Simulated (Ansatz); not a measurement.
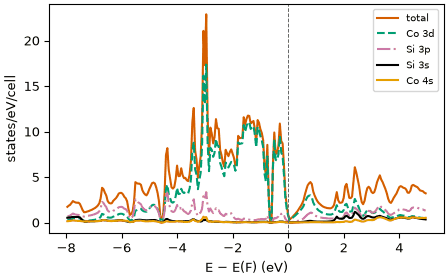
Total and projected density of states of CoSi in space group P2_13 (No. 198; Co on 4a, Si on 4a), the program Ansatz at the r²SCAN level (PAW)

Which orbitals carry the states next to the Fermi level?

Within 0.5 eV of the Fermi level: Co 3d 86 %, Si 3p 10 %. Projections are on Löwdin-orthogonalised atomic valence shells; empty p or d shells of many metals are not among them.

Where is the tallest occupied peak in this window, and what makes it?

Near -2.9 eV, about 23 states/eV per cell; the largest projected share is Co 3d.

The r²SCAN relaxation kept the symmetry of its start. The run is not spin-polarised.

Potentials: the later of the program's two PAW sets.
